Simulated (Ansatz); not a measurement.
## How many bands does the GW gap of Ge3H2 (hydrogen-terminated (110) film, 3 layers) need?

How do accuracy and time trade against each other in G0W0 on Ge3H2 (hydrogen-terminated (110) film, 3 layers)?

Calculated with Ansatz 0.2.0; G0W0 on PBEsol, plane waves, PAW; PAW set soft_1.

**1. The starting structure**

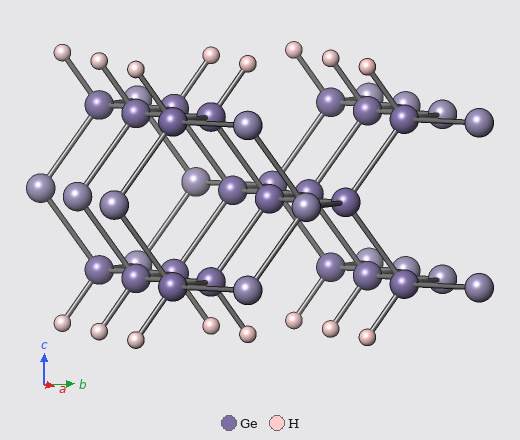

Start, viewed from the side, with the c axis up; germanium purple, hydrogen pink. 2×1×1 cells are drawn. Some periodic images of atoms are drawn too.

The cell holds 10 atoms: 6 Ge and 4 H. Cell: a = 4.001 Å, b = 5.658 Å, c = 36.100 Å, α = 90.0°, β = 90.0°, γ = 90.0°. It derives from Ge. Vacuum lies along c.

Structure file:

```cif
data_structure
_symmetry_space_group_name_H-M 'P 1'
_symmetry_Int_Tables_number 1
_cell_length_a 4.0008
_cell_length_b 5.6580
_cell_length_c 36.1000
_cell_angle_alpha 90.000
_cell_angle_beta 90.000
_cell_angle_gamma 90.000
_cell_volume 817.18
loop_
_atom_site_label
_atom_site_type_symbol
_atom_site_fract_x
_atom_site_fract_y
_atom_site_fract_z
_atom_site_occupancy
Ge1 Ge 0.00000 0.00289 0.44545 1
Ge2 Ge 0.00000 0.74984 0.50000 1
Ge3 Ge 0.50000 0.50016 0.50000 1
Ge4 Ge 0.50000 0.24711 0.44545 1
Ge5 Ge 0.00000 0.00289 0.55455 1
Ge6 Ge 0.50000 0.24711 0.55455 1
H7 H 0.00000 0.84347 0.41050 1
H8 H 0.50000 0.40653 0.41050 1
H9 H 0.00000 0.84347 0.58950 1
H10 H 0.50000 0.40653 0.58950 1
```

The structure was relaxed with PBEsol (ions only). The runs that relaxed it are not among those shown. The Coulomb interaction is cut off across the vacuum.

**2. 487 empty bands, screening to 41 eV**

G0W0 replaces the xc potential by the self-energy, built once from these orbitals. Only a window of levels is corrected, while the sums run over the empty bands that the input names. This step takes PAW set soft_1 files.

The input, input.yaml:

```yaml
crystal:
  lattice:
    - [4.000810168, 0.0, 0.0]
    - [0.0, 5.658, 0.0]
    - [0.0, 0.0, 36.1]
  atoms:
    - { symbol: Ge, position: [0.0, 0.0028933732, 0.4454476019] }
    - { symbol: Ge, position: [0.0, 0.7498390327, 0.5] }
    - { symbol: Ge, position: [0.5, 0.5001609673, 0.5] }
    - { symbol: Ge, position: [0.5, 0.2471066268, 0.4454476019] }
    - { symbol: Ge, position: [0.0, 0.0028933732, 0.5545523981] }
    - { symbol: Ge, position: [0.5, 0.2471066268, 0.5545523981] }
    - { symbol: H, position: [0.0, 0.8434685722, 0.4104954559] }
    - { symbol: H, position: [0.5, 0.4065314278, 0.4104954559] }
    - { symbol: H, position: [0.0, 0.8434685722, 0.5895045441] }
    - { symbol: H, position: [0.5, 0.4065314278, 0.5895045441] }
  periodic: [true, true, false]
kpoints:
  mp_grid: { grid: [4, 4, 1] }
hamiltonian:
  xc: pbesol
  pseudopotentials: { kind: paw, azcp: { folder: soft_1 }, xc_functional: pbe }
scf:
  occupations: { method: fixed }
gw:
  n_empty_bands: 487
  ecut_chi: 41
  qp_bands: [v3, c3]
  qp_kpoints: band_edges
  screening: { model: contour_deformation }
```

On the command line:

```bash
$ ansatz run input.yaml --threads 3 --pin off --max-ram 92160MiB --backend cuda --events-out ev --progress --plain --runs-dir out --devices 1 --max-vram 13GiB
```

Numbers of over 12 decimals in the logs are rounded to 6 here.

The program printed:

```text
GPUs: using 1 of 1 available (devices: 1).
Engine: ansatz 0.2.0, x86_64-unknown-linux-gnu
Pseudopotentials: kind: paw
Pseudopotential: Ge, paw, valence charge 14, recommended cutoff 420 eV (normal), soft_1/Ge.paw.azcp
Pseudopotential: H, paw, valence charge 1, recommended cutoff 420 eV (normal), soft_1/H.paw.azcp
Functional definition: PBEsol
  exchange = pbesol_x
  correlation = pbesol_c
device memory: the entry about to start is reckoned to put 5.1 GiB on a device that reports 54.3 GiB free (of which the cap on the GPU budget leaves the run 13.0 GiB)
GPU FFT provider: cuFFT
GPU libraries: cuBLAS 13.8.2, cuFFT 12.4.0, cuSOLVER 12.3.4
Crystal: 10 atoms, lattice volume = 817.181 Å³
Basis set: ecut = 420 eV, 16051 PW (Γ)
Bands: 54, of which v1, the nominal top of the filled ones, is band 44 counted from 1 (43 counted from 0)
Symmetry: 8 space group operations
Space group: Pmma (ITA 51), of the structure as read, at distance tolerance 9.3e-5 Å
k-points: 9 of 16
Non-local potential: Ge, projectors of the file, l = 0: 2, l = 1: 2, l = 2: 3, l = 3: 1
Non-local potential: H, projectors of the file, l = 0: 2, l = 1: 1
PAW form: soft (Blöchl's): semilocal exchange-correlation on the pseudo side does not see the compensation charge
PAW frozen core: Ge, regenerated for the run's functional, and the local potential with it (the file was generated under x = pbe(κ = 0.804, μ = 0.219515), c = pbe(β = 0.066725))
PAW one-centre angular grid: Ge, 590 points (default); XC on 64 Gauss nodes
PAW one-centre angular grid: H, 110 points (default); XC on 64 Gauss nodes
Initial density: superposition of atomic densities (neutral atoms: chi_scale 0, normalization atom)
Initial wavefunctions: pseudopotential atomic-orbital guess
GPU buffer pool allocated for 262440 grid points (all kernels)
GPU transforms: local potential and band sums: pruned to the plane-wave sphere, on 27×40×243
Functional: x = pbesol(κ = 0.804, μ = 0.123457), c = pbesol(β = 0.046)
SCF iter   1: F=—  HF=-25583.429111 eV  |F-HF|=—  |Δ(HF+E_count)|=         —  Δρ=2.34e-2  dr2=3.78e0  ethr=3.10e-3  ⟨swp⟩=5.8  Hψ=1732  notcnv=0  defer=71
preconditioner: auto → Resta (q_TF=auto, 1.882 Å⁻¹)  ε∞=1.3  [insulator: Δε(μ)=1.253 eV  Ē_g=21.984 eV  n_scr=76 (ndim 8)  ℏωp=12.2 eV  f_vac=0.748  ε∞_Penn≈1.3  vacuum switching on, ρ_ref=3.5e-2 e/Å³]
SCF iter   2: F=—  HF=-25582.534567 eV  |F-HF|=—  |Δ(HF+E_count)|=   8.95e-1  Δρ=1.01e-2  dr2=6.99e-1  ethr=3.10e-3  ⟨swp⟩=2.3  Hψ=680  notcnv=0  defer=71
SCF iter   3: F=—  HF=-25582.393966 eV  |F-HF|=—  |Δ(HF+E_count)|=   1.41e-1  Δρ=1.69e-3  dr2=1.02e-1  ethr=7.95e-4  ⟨swp⟩=3.2  Hψ=614  notcnv=0  defer=72
SCF iter   4: F=—  HF=-25582.372766 eV  |F-HF|=—  |Δ(HF+E_count)|=   2.12e-2  Δρ=8.96e-4  dr2=6.37e-3  ethr=1.16e-4  ⟨swp⟩=3.7  Hψ=677  notcnv=0  defer=72
SCF iter   5: F=—  HF=-25582.372612 eV  |F-HF|=—  |Δ(HF+E_count)|=   1.54e-4  Δρ=2.24e-4  dr2=3.78e-4  ethr=7.24e-6  ⟨swp⟩=3.7  Hψ=716  notcnv=0  defer=72
SCF iter   6: F=—  HF=-25582.372622 eV  |F-HF|=—  |Δ(HF+E_count)|=   9.26e-6  Δρ=4.49e-5  dr2=1.53e-5  ethr=4.30e-7  ⟨swp⟩=3.8  Hψ=946  notcnv=0  defer=72
SCF iter   7: F=—  HF=-25582.372626 eV  |F-HF|=—  |Δ(HF+E_count)|=   4.19e-6  Δρ=1.57e-5  dr2=1.32e-6  ethr=1.74e-8  ⟨swp⟩=2.7  Hψ=900  notcnv=0  defer=71
SCF iter   8: F=—  HF=-25582.372626 eV  |F-HF|=—  |Δ(HF+E_count)|=   2.72e-7  Δρ=5.41e-6  dr2=1.66e-7  ethr=1.50e-9  ⟨swp⟩=2.2  Hψ=843  notcnv=0  defer=71
SCF iter   9: F=-25582.372626 eV  HF=-25582.372626 eV  |F-HF|=5.20e-9  |Δ(HF+E_count)|=   1.78e-7  Δρ=9.42e-7  dr2=8.27e-9  ethr=1.14e-10  ⟨swp⟩=16.8  Hψ=2515  notcnv=0
SCF 1 converged in 9 iterations: F = -25582.372626 eV  dr2 = 8.27e-9
  greatest PAW one-centre occupation: 0.998 electrons in one spin orbital (limit 2), on the Ge atom at site 4 (counted from 0), in its partial waves of l = 2
device memory: the entry about to start is reckoned to put 6.1 GiB (of the 6.2 GiB reckoned in all, the device holds 0.2 GiB already) on a device that reports 54.7 GiB free (of which the cap on the GPU budget leaves the run 12.8 GiB)
NSCF: frozen V_eff on 9 k-points
the band table was solved once the SCF had ended and its energy, with any forces and stress, was formed, with the checks that follow a solve (2410 applications of the Hamiltonian). They found nothing against the state; the energy, forces and stress were not computed again (output.eigenvalues in the input reference)
device memory: the entry about to start is reckoned to put 8.5 GiB on a device that reports 53.7 GiB free (of which the cap on the GPU budget leaves the run 13.0 GiB)
NSCF: frozen V_eff on 9 k-points
G₀W₀ screening: q 1/9
[... further progress lines ...]
SCF converged after 9 iterations
Free energy (F): -25582.372626 eV
Harris-Foulkes:  -25582.372626 eV  (|F-HF|=5.20e-9)
Internal energy: -25582.372626 eV  (E = F + TS)
E sigma→0 (E₀):  -25582.372626 eV
Fermi energy:    -4.485476 eV
--- Per-component energies (eV) ---
  E_band       = -1998.691524
  E_kinetic    = 607.957538
  E_local      = -230898.701823  (includes V_loc(G=0)·N_el)
  E_nonlocal   = 1324.103155
  E_hartree    = 114582.338346
  E_xc         = -458.496234
  E_vxc        = -432.611890  (∫ρ·V_xc dr)
  E_paw        = -11842.825803  (= ΣΔE_a)
  E_vpaw       = -1764.098117  (= ΣTr[D̂ρ^β])
  E_aug_tail   = -0.003476  (compensation charges beyond the density's cutoff)
  E_ewald      = 101097.748044
  E_core_change = 5.507627  (= ΣΔE_core)
  E_smearing   = -0.000000  (= −TS)
  E_closure    = 0.000000  (closes the sum)
  Σ components = -25582.372626   (vs F -25582.372626, Δ=0.00e0)
--- Band table (eV; the first three rows and the last of 9) ---
  k-point 0: bands = [... 40 lower, -5.8937, -5.6288, -5.5783, -4.4855, -3.0321, -2.6439, -2.2100, -1.9394 (-1.9394°), ... 6 higher]
  k-point 1: bands = [... 40 lower, -6.0099, -5.7012, -5.5921, -4.9975, -3.0495, -2.8869, -2.6664, -1.5754 (-1.5754°), ... 6 higher]
  k-point 2: bands = [... 40 lower, -5.9280, -5.8285, -5.6662, -5.5540, -3.3517, -2.9032, -2.5964, -1.3678, ... 6 higher]
  k-point 8: bands = [... 40 lower, -6.8220, -6.8220, -6.3859, -6.3859, -2.3195, -2.3195, -0.6363, -0.6363, ... 6 higher]
  ° read free of the cell's end (the report's vacuum.weakly_bound_levels)
--- G₀W₀: contour deformation, 6 samples at zero and on the imaginary axis and 1 off it, 16 q-points, 487 empty bands' worth ---
  eigenvalues of the whole cell's RPA ε∞ on this k-mesh (on a slab, of 1 + 4πα/V) = 1.1773, 2.5074, 5.3195; static W/v taken at q = 0 is 0.480568
  bands read: the sum over 531 bands ends inside a degenerate multiplet in 3 slots, whose members it reads at an even weight; the widest, k=6: bands 531 to 532 (counted from 1) at 1/2 each
  gw.qp_kpoints: band_edges: 5 of 9 stored k-points solved, in 1 pass; an edge of the gap read off the rows below is read off those points alone
    valence top: of the k-points left out ik 4 came nearest to being solved in a further pass, in band 44 (counted from 1, as in the quasiparticle table): it holds the edge there only if its correction is more favourable than any solved in that band by at least 1.345 eV; those differ by 0.248 eV
    conduction bottom: of the k-points left out ik 8 came nearest to being solved in a further pass, in band 46 (counted from 1, as in the quasiparticle table): it holds the edge there only if its correction is more favourable than any solved in that band by at least 0.739 eV; those differ by 0.546 eV
    ik  band        ε_KS         Σx   Σc(E_QP)       V_xc       Z   E_QP_lin       E_QP  E_QP is
     0    42     -5.6288   -15.3931     1.5888   -13.5578  0.7361    -5.8772    -5.8753  root
     0    43     -5.5783   -14.5575     1.3297   -12.9720  0.7424    -5.8360    -5.8342  root
     0    44     -4.4855   -15.5668     1.1751   -14.2696  0.7494    -4.6080    -4.6076  root
     0    45     -3.0321    -7.4838    -3.4013   -11.4769  0.7520    -2.4288    -2.4404  root
     0    46     -2.6439   -10.9085    -3.3486   -15.3424  0.7460    -1.5053    -1.5587  root
     0    47     -2.2100    -8.4782    -3.5653   -12.8548  0.7404    -1.3725    -1.3987  root
     1    42     -5.7012   -15.5262     1.5516   -13.7317  0.7401    -5.9458    -5.9441  root
     1    43     -5.5921   -15.4337     1.5802   -13.6140  0.7360    -5.8334    -5.8316  root
     1    44     -4.9975   -15.3441     1.3057   -13.8749  0.7445    -5.1618    -5.1611  root
     1    45     -3.0495    -9.3832    -3.1756   -13.4314  0.7532    -2.1499    -2.1770  root
     1    46     -2.8869    -7.5822    -3.3655   -11.5604  0.7513    -2.2615    -2.2742  root
     1    47     -2.6664    -9.1481    -3.2932   -13.2809  0.7473    -1.7997    -1.8268  root
     2    42     -5.8285   -15.2074     1.6187   -13.3853  0.7369    -6.0331    -6.0319  root
     2    43     -5.6662   -15.0811     1.4467   -13.4076  0.7408    -5.8945    -5.8930  root
     2    44     -5.5540   -15.4823     1.5741   -13.6746  0.7373    -5.7891    -5.7876  root
     2    45     -3.3517    -9.1268    -3.1057   -13.0648  0.7558    -2.4939    -2.5194  root
     2    46     -2.9032    -9.0930    -3.1667   -12.9940  0.7494    -2.1508    -2.1689  root
     2    47     -2.5964    -7.9789    -3.3242   -11.9781  0.7473    -1.9051    -1.9214  root
     6    42     -7.5798   -14.7310     2.1129   -12.2849  0.7123    -7.9167    -7.9129  root
     6    43     -6.6039   -14.9985     1.8522   -12.8226  0.7295    -6.9312    -6.9276  root
     6    44     -6.6039   -14.9985     1.8522   -12.8226  0.7295    -6.9312    -6.9276  root
     6    45     -2.6376    -6.7244    -3.3198   -10.5833  0.7582    -2.0892    -2.0985  root
     6    46     -2.6376    -6.7244    -3.3198   -10.5833  0.7582    -2.0892    -2.0985  root
     6    47     -2.1329    -7.3538    -3.4244   -11.3704  0.7511    -1.5285    -1.5408  root
     7    42     -6.8047   -15.0597     1.8817   -12.8696  0.7259    -7.1164    -7.1130  root
     7    43     -6.7459   -15.0538     1.9714   -12.7124  0.7262    -7.1206    -7.1159  root
     7    44     -6.7459   -15.0538     1.9714   -12.7124  0.7262    -7.1206    -7.1159  root
     7    45     -2.4991    -7.5542    -3.3029   -11.5127  0.7556    -1.8291    -1.8435  root
     7    46     -2.4991    -7.5542    -3.3029   -11.5127  0.7556    -1.8291    -1.8435  root
     7    47     -1.6906    -7.0966    -3.5397   -11.2532  0.7483    -1.0598    -1.0737  root
```

Wall time 37 s (1 × NVIDIA H100 80GB HBM3 (shared by 6 runs) with 3 threads of AMD EPYC 7R13 (Zen 3), shared host); peak memory 3.2 GiB; 57 s of CPU time.

Reading the cycles: dr2 is the Hartree energy of the density residual (eV), the measure of convergence; HF is the Harris–Foulkes estimate of the energy, which meets the free energy F at convergence.

This step gave:

| Property | Result |
| --- | --- |
| bands summed | 531 |
| plane waves in the screening matrix | 457 |
| q-points in the mesh | 16 |
| G0W0 gap on the mesh | 2.088 eV |
| k of the valence top | 0, 0, 0 |
| k of the conduction bottom | 0, -0.5, 0 |
| starting gap on the mesh | 1.134 eV |
| Z at the valence top | 0.7494 |
| Z at the conduction bottom | 0.7558 |
| least direct G0W0 gap on the computed points | 2.167 eV |

The gap on the mesh goes from 1.13 eV to 2.09 eV, a correction of +0.95 eV. Between the two edge states, bare exchange in place of the xc potential would open the gap by 5.24 eV, and correlation takes back 4.28 eV.

**3. 1205 empty bands, screening to 75 eV**

Another rung: the empty bands reach about as high as the screening cutoff, so the two stay in balance.

input.yaml: that of step 2 with these lines changed.

```diff
@@ -24,5 +24,6 @@
   occupations: { method: fixed }
+  convergence: { dr2_threshold: 1.0e-10 }
 gw:
-  n_empty_bands: 487
-  ecut_chi: 41
+  n_empty_bands: 1205
+  ecut_chi: 75.0
   qp_bands: [v3, c3]
```

The program printed:

```text
GPUs: using 1 of 1 available (devices: 1).
[...]
GPU FFT provider: cuFFT
GPU libraries: cuBLAS 13.8.2, cuFFT 12.4.0, cuSOLVER 12.3.4
Crystal: 10 atoms, lattice volume = 817.181 Å³
Basis set: ecut = 420 eV, 16051 PW (Γ)
Bands: 54, of which v1, the nominal top of the filled ones, is band 44 counted from 1 (43 counted from 0)
[... 1 set-up line as in the run before ...]
[...]
k-points: 9 of 16
[...]
GPU buffer pool allocated for 262440 grid points (all kernels)
[...]
SCF iter   1: F=—  HF=-25583.429111 eV  |F-HF|=—  |Δ(HF+E_count)|=         —  Δρ=2.34e-2  dr2=3.78e0  ethr=3.10e-3  ⟨swp⟩=5.8  Hψ=1732  notcnv=0  defer=71
[...]
SCF iter  11: F=-25582.372626 eV  HF=-25582.372626 eV  |F-HF|=2.26e-10  |Δ(HF+E_count)|=  5.09e-11  Δρ=4.29e-8  dr2=1.81e-11  ethr=1.00e-12  ⟨swp⟩=17.2  Hψ=2555  notcnv=0
SCF 1 converged in 11 iterations: F = -25582.372626 eV  dr2 = 1.81e-11
[...]
NSCF: frozen V_eff on 9 k-points
[...]
G₀W₀ screening: q 1/9
[... further progress lines ...]
SCF converged after 11 iterations
Free energy (F): -25582.372626 eV
[...]
Internal energy: -25582.372626 eV  (E = F + TS)
E sigma→0 (E₀):  -25582.372626 eV
Fermi energy:    -4.485421 eV
[...]
--- Band table (eV; the first three rows and the last of 9) ---
  k-point 0: bands = [... 40 lower, -5.8936, -5.6287, -5.5783, -4.4854, -3.0320, -2.6439, -2.2100, -1.9393 (-1.9393°), ... 6 higher]
  k-point 1: bands = [... 40 lower, -6.0099, -5.7012, -5.5920, -4.9975, -3.0495, -2.8868, -2.6663, -1.5754 (-1.5753°), ... 6 higher]
  k-point 2: bands = [... 40 lower, -5.9279, -5.8285, -5.6662, -5.5539, -3.3517, -2.9032, -2.5963, -1.3678, ... 6 higher]
  k-point 8: bands = [... 40 lower, -6.8220, -6.8220, -6.3858, -6.3858, -2.3194, -2.3194, -0.6362, -0.6362, ... 6 higher]
  ° read free of the cell's end (the report's vacuum.weakly_bound_levels)
[...]
0    42     -5.6287   -15.3931     1.2740   -13.5578  0.7333    -6.2010    -6.1900  root
     0    43     -5.5783   -14.5575     1.0435   -12.9720  0.7393    -6.1293    -6.1203  root
     0    44     -4.4854   -15.5668     0.8248   -14.2696  0.7460    -4.9642    -4.9579  root
     0    45     -3.0320    -7.4838    -3.5699   -11.4769  0.7519    -2.6034    -2.6089  root
     0    46     -2.6439   -10.9085    -3.6566   -15.3424  0.7429    -1.8462    -1.8665  root
     0    47     -2.2100    -8.4782    -3.7886   -12.8548  0.7384    -1.6101    -1.6220  root
     1    42     -5.7012   -15.5262     1.2386   -13.7317  0.7362    -6.2664    -6.2569  root
     1    43     -5.5920   -15.4337     1.2618   -13.6140  0.7337    -6.1603    -6.1499  root
[...]
7    44     -6.7459   -15.0538     1.7023   -12.7124  0.7235    -7.4005    -7.3850  root
     7    45     -2.4991    -7.5542    -3.4851   -11.5127  0.7548    -2.0188    -2.0257  root
     7    46     -2.4991    -7.5542    -3.4851   -11.5127  0.7548    -2.0188    -2.0257  root
     7    47     -1.6906    -7.0966    -3.7127   -11.2532  0.7485    -1.2394    -1.2467  root
```

Wall time 97 s (1 × NVIDIA H100 80GB HBM3 (shared by 6 runs) with 3 threads); peak memory 6.7 GiB.

This step gave:

```yaml
bands_summed: 1249
plane_waves_in_the_screening_matrix: 1165
q_points_in_the_mesh: 16
g0w0_gap_on_the_mesh: 2.207 eV
k_of_the_valence_top: 0, 0, 0
k_of_the_conduction_bottom: 0, -0.5, 0
starting_gap_on_the_mesh: 1.134 eV
z_at_the_valence_top: 0.7460
z_at_the_conduction_bottom: 0.7546
least_direct_g0w0_gap_on_the_computed_points: 2.349 eV
```

Against the run with 4×4×1 mesh, 487 empty bands, screening to 41 eV, PAW set soft_1 files, the gap moves by +0.12 eV.

**4. The runs together**

Times are wall times on 1 × NVIDIA H100 80GB HBM3 (shared by 6 runs) with 3 threads of AMD EPYC 7R13 (Zen 3), shared host, good to a factor of about two.

```
 mesh           files            frequency  bands summed  cutoff (eV)  start (eV)  G0W0 (eV)  time  host memory (GiB)
4×4×1  PAW set soft_1  contour deformation           531           41       1.134      2.088  37 s                3.2
4×4×1  PAW set soft_1  contour deformation          1249           75       1.134      2.207  97 s                6.7
```

The parts of the quasiparticle energy at the two band edges (eV; QP = start + Σx + Σc − Vxc):

```
       run               edge  start      Σx     Σc     Vxc     Z     QP
 531 bands        valence top  -4.49  -15.57   1.18  -14.27  0.75  -4.61
 531 bands  conduction bottom  -3.35   -9.13  -3.11  -13.06  0.76  -2.52
1249 bands        valence top  -4.49  -15.57   0.82  -14.27  0.75  -4.96
1249 bands  conduction bottom  -3.35   -9.13  -3.34  -13.06  0.75  -2.75
```

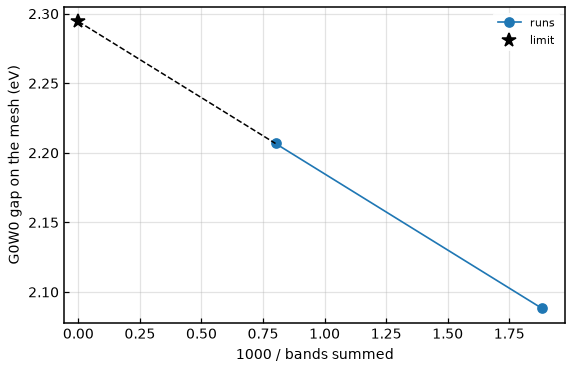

The gap against one over the number of bands; the dashed line carries the two highest rungs to the limit.

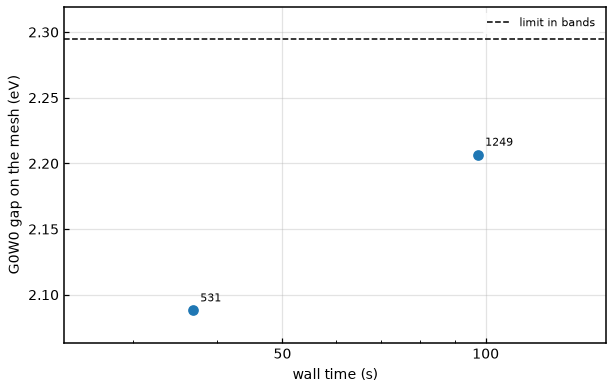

Result against wall time.

**5. Results**

```
531 bands, 41 eV                    : 2.088 eV
1249 bands, 75 eV                   : 2.207 eV
estimated limit in bands and cutoff : 2.29 eV
mesh and start                      : 4×4×1, PBEsol
```

A line in one over the bands through the two rungs gives 2.29 eV, +0.09 eV from the top rung; with two points alone it is an unchecked estimate. The rungs stand 0.21 eV (531 bands) and 0.09 eV (1249 bands) from it. From 531 to 1249 bands the gap moves by +0.12 eV while the time grows 2.6-fold. Σc changes by −0.35 eV at the valence top and −0.23 eV at the conduction bottom, so the levels themselves move more than the gap between them. In a film the band edges may be surface states, so its gap need not approach the bulk's. At these cutoffs the gaps of films stand short of the band limit, often by tenths of an eV, while the trend with thickness is less touched. The mesh in the plane is coarse for a sheet; gap and any exciton binding can still move on denser ones. The many-body steps are scalar-relativistic: spin-orbit coupling is not in them.

[Paths, hosts, dates, memory and timing lines, banners, echoed tables and standing remarks are left out of the program output.]

[Logs are printed without paths, hosts, clocks, repeated set-up lines and the standing remarks that a program may print on its own settings, such as how far it seeks lower states.]

[Runs of the session that timed out or met a known fault of the program may be left out.]

[Cells called generated may have been cut or substituted from an entry of the Crystallography Open Database or the Materials Project.]

[Hosts, paths, dates, database ids (printed as entryN), source tags and the programs' standing remarks are cut or masked in the printed files.]
